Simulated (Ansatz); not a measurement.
The reference is AlN in the wurtzite structure (space group P6_3mc, No. 186; a = 3.130 Å, c = 5.017 Å). Axes: x lies along a and z along c of the hexagonal cell.

Modification: compressive biaxial strain of 0.22 % in the plane normal to [001], as in epitaxy on a mismatched substrate; the out-of-plane cell vector and the atoms relax.

All numbers come from PBE, PAW, 420 eV (Ansatz, a first-principles code; spin-orbit coupling left out), earlier PAW set.

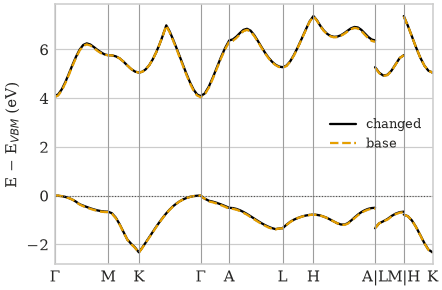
Figure. Highest valence and lowest conduction band along the path, each from its own valence-band maximum

Q: From the figure, how large is the changed gap, and is it direct?

A: About 4.1 eV, direct at Γ.

Gaps are read on the SCF mesh and a high-symmetry path. No phonon test of stability was made.
